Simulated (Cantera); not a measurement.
Input: 1 mol PbO, 0.099 mol H2O, 0.39 mol O2, at 5.60 bar.

Method: chemical equilibrium by Gibbs-energy minimisation in Cantera with the NASA 1993 tables (ideal gas, pure condensed phases). Candidate condensed phases: H2O, Pb, PbO, PbO2, Pb3O4; 12 gas species. Gases not in the tables: (PbO)n polymers. Rates play no part.

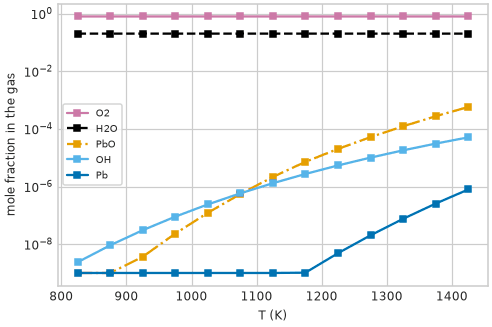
Equilibrium gas composition (values under 1e-9 drawn at 1e-9)

From 825 K to 1125 K the condensed part is PbO(yellow). From 1175 K to 1425 K the condensed part is PbO(l).
